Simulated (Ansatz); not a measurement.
## Field-gradient calculation, with input and output: CrGa₂₆P₂₇ (part 4 of 4)

CrGa₂₆P₂₇ (defect cell, 54 atoms in the cell); DFT, PBE, plane-wave PAW, default files, scalar-relativistic, spin-polarised (Ansatz 0.2.0); cutoff 420 eV, 2×2×2 k-mesh, Fermi–Dirac smearing of 0.01 eV, collinear spins. The structure derives from an entry of the Crystallography Open Database. It belongs to a series of runs on one base structure; here: Cr on a Ga site, charge +0, host positions.

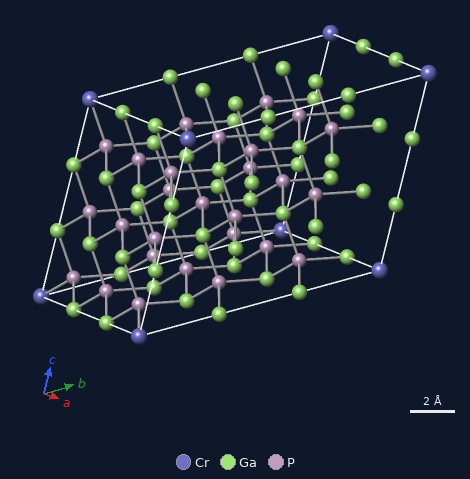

*The structure (ball-and-stick view of the cell of the calculation, seen slightly off an axis). An atom can appear more than once, as a periodic image.*

### File populations.tsv, continued
```
14	Ga	0_4S	-	0.539375	0.539208
14	Ga	1_4P	-	0.941865	0.941959
14	Ga	2_3D	-	4.991990	4.991997
15	Ga	0_4S	-	0.546613	0.537550
15	Ga	1_4P	-	0.953033	0.938967
15	Ga	2_3D	-	4.991752	4.991991
16	Ga	0_4S	-	0.539375	0.539208
16	Ga	1_4P	-	0.941865	0.941959
16	Ga	2_3D	-	4.991990	4.991997
17	Ga	0_4S	-	0.539375	0.539208
17	Ga	1_4P	-	0.941865	0.941959
17	Ga	2_3D	-	4.991990	4.991997
18	Ga	0_4S	-	0.546613	0.537550
18	Ga	1_4P	-	0.953033	0.938967
18	Ga	2_3D	-	4.991752	4.991991
19	Ga	0_4S	-	0.546613	0.537550
19	Ga	1_4P	-	0.953033	0.938967
19	Ga	2_3D	-	4.991752	4.991991
20	Ga	0_4S	-	0.539855	0.538961
20	Ga	1_4P	-	0.940887	0.942751
20	Ga	2_3D	-	4.991983	4.991982
21	Ga	0_4S	-	0.546613	0.537550
21	Ga	1_4P	-	0.953033	0.938967
21	Ga	2_3D	-	4.991752	4.991991
22	Ga	0_4S	-	0.539375	0.539208
22	Ga	1_4P	-	0.941865	0.941959
22	Ga	2_3D	-	4.991990	4.991997
23	Ga	0_4S	-	0.539375	0.539208
23	Ga	1_4P	-	0.941865	0.941959
23	Ga	2_3D	-	4.991990	4.991997
24	Ga	0_4S	-	0.539855	0.538961
24	Ga	1_4P	-	0.940887	0.942751
24	Ga	2_3D	-	4.991983	4.991982
25	Ga	0_4S	-	0.539375	0.539208
25	Ga	1_4P	-	0.941865	0.941959
25	Ga	2_3D	-	4.991990	4.991997
26	Ga	0_4S	-	0.539855	0.538961
26	Ga	1_4P	-	0.940887	0.942751
26	Ga	2_3D	-	4.991983	4.991982
27	P	0_3S	-	0.690634	0.691860
27	P	1_3P	-	1.813386	1.918239
28	P	0_3S	-	0.668709	0.663659
28	P	1_3P	-	1.823482	1.837316
29	P	0_3S	-	0.690634	0.691860
29	P	1_3P	-	1.813386	1.918239
30	P	0_3S	-	0.668709	0.663659
30	P	1_3P	-	1.823482	1.837316
31	P	0_3S	-	0.668709	0.663659
31	P	1_3P	-	1.823482	1.837316
32	P	0_3S	-	0.662410	0.662278
32	P	1_3P	-	1.837425	1.838590
33	P	0_3S	-	0.690634	0.691860
33	P	1_3P	-	1.813386	1.918239
34	P	0_3S	-	0.662410	0.662278
34	P	1_3P	-	1.837425	1.838590
35	P	0_3S	-	0.662410	0.662278
35	P	1_3P	-	1.837425	1.838590
36	P	0_3S	-	0.668709	0.663659
36	P	1_3P	-	1.823482	1.837316
37	P	0_3S	-	0.668709	0.663659
37	P	1_3P	-	1.823482	1.837316
38	P	0_3S	-	0.662410	0.662278
38	P	1_3P	-	1.837425	1.838590
39	P	0_3S	-	0.668709	0.663659
39	P	1_3P	-	1.823482	1.837316
40	P	0_3S	-	0.662090	0.662024
40	P	1_3P	-	1.838163	1.839501
41	P	0_3S	-	0.662090	0.662024
41	P	1_3P	-	1.838163	1.839501
42	P	0_3S	-	0.662410	0.662278
42	P	1_3P	-	1.837425	1.838590
43	P	0_3S	-	0.662090	0.662024
43	P	1_3P	-	1.838163	1.839501
44	P	0_3S	-	0.662410	0.662278
44	P	1_3P	-	1.837425	1.838590
45	P	0_3S	-	0.690634	0.691860
45	P	1_3P	-	1.813386	1.918239
46	P	0_3S	-	0.662410	0.662278
46	P	1_3P	-	1.837425	1.838590
47	P	0_3S	-	0.662410	0.662278
47	P	1_3P	-	1.837425	1.838590
48	P	0_3S	-	0.662410	0.662278
48	P	1_3P	-	1.837425	1.838590
49	P	0_3S	-	0.662090	0.662024
49	P	1_3P	-	1.838163	1.839501
50	P	0_3S	-	0.662410	0.662278
50	P	1_3P	-	1.837425	1.838590
51	P	0_3S	-	0.662410	0.662278
51	P	1_3P	-	1.837425	1.838590
52	P	0_3S	-	0.662410	0.662278
52	P	1_3P	-	1.837425	1.838590
53	P	0_3S	-	0.662100	0.662024
53	P	1_3P	-	1.838363	1.840018
```

### Summary

| quantity | value |
| --- | --- |
| outcome | converged |
| electrons treated | 487 |
| free energy | −122160.7031 eV |
| Fermi energy | 7.795 eV |
| net moment of the cell | 3.00 μB |
| integrated absolute moment | 3.80 μB |
| pressure | 2.40 GPa |
| field gradient V_zz (10²¹ V/m²) | Cr 0.0000, Ga 0.61, Ga 0.61, Ga 0.61, Ga −0.0415, Ga 0.61, Ga 0.61, Ga 0.61 (the first 8 of 54 sites) |
| largest force (length of the vector) | 0.400 eV/Å |
| hardware | 4 threads of Arm Neoverse V2, 24 GiB of memory available, shared host |
| wall time | 94 s (CPU time 6.1 min) |
| peak memory | 6 GiB |

The program warns: the state was not tested for a lower one.
